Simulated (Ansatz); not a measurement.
## Electronic structure of CH₆OSi in real space

```
atom    x (Å)    y (Å)    z (Å)
  Si   0.1598  -0.0506   0.1395
   H   0.6345   0.1040   1.5125
   H   1.5712   0.1618  -0.1609
   H  -0.7900   1.0240  -0.3220
   O  -0.3377  -1.6148  -0.2834
   C  -1.4831  -2.2519   0.2726
   H  -1.3934  -2.3727   1.3775
   H  -2.4251  -1.6975   0.0601
   H  -1.5623  -3.2586  -0.1813
```

Not at a stationary point (largest force 1.8 eV/Å).

Computed with RKS PBE/cc-pVDZ in Ansatz 0.2.0.

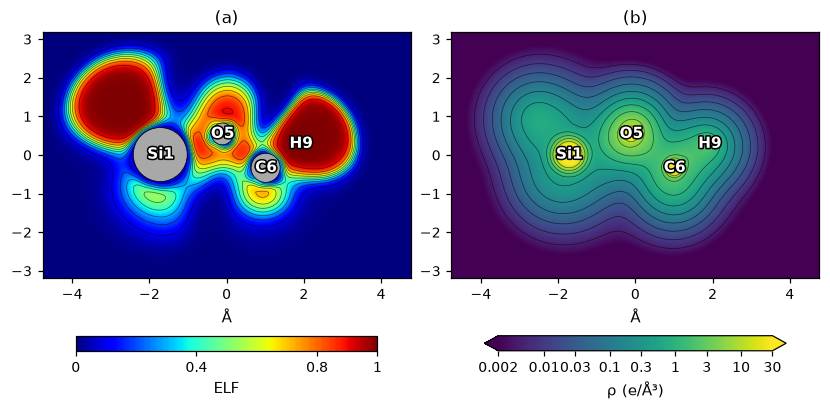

Figure 1. (a) ELF; (b) electron density on the plane of atoms Si1, O5 and C6. Grey discs cover the atomic cores in the ELF map.

Q: What do the fields say about this system?

A: The section cuts through Si, O, C and H sites.
C–O (1.42 Å): ρ is about 1.9 e/Å³ halfway, with its minimum of 1.6 e/Å³ about 0.5 Å from C; the ELF peaks at about 0.85 between the atoms (a polar covalent bond).
Si–O (1.70 Å): the density is about 0.96 e/Å³ at the midpoint; the ELF peaks at about 0.85 between the atoms (a shared but strongly polarised pair).
C–H (1.11 Å): ρ is about 2 e/Å³ halfway; the ELF climbs to about 1 towards the hydrogen, as it does in any bond to H (a covalent bond by its length).
The ELF also peaks beside O5, away from the bonds: lone-pair regions.

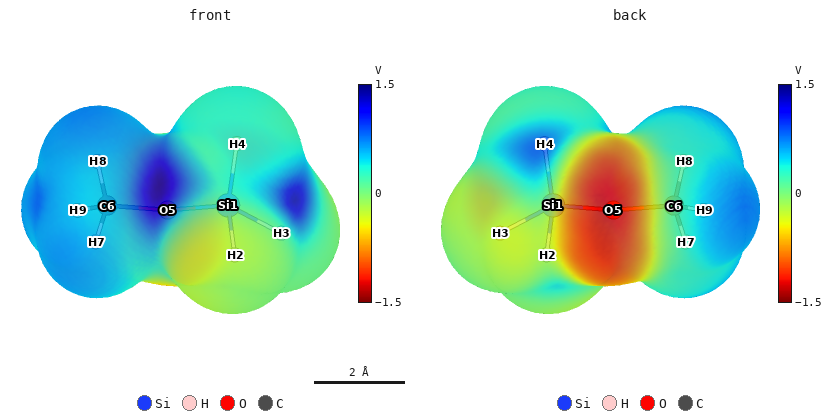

Figure 2. The molecular electrostatic potential painted on the density surface at 0.002 e/bohr³, seen from the front and from behind; red is negative and blue positive.

Q: Describe the electrostatic potential map.

A: The most negative region (about −1.2 V) lies over O5, the most positive (about +1.3 V) over Si1. O5 is the likeliest acceptor of a hydrogen bond.

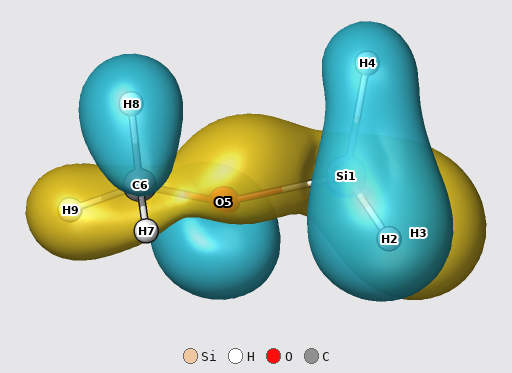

Figure 3. The HOMO−1 at ±0.1 Å⁻³ᐟ² (yellow and cyan are the two phases), seen across its widest extent.

Q: What is the character of this orbital?

A: Its weight (Hirshfeld) is mainly on O5 (about 40 %), Si1 (about 20 %), H3 (about 10 %), H2 (about 10 %) and C6 (about 10 %). Its energy is −6.92 eV.
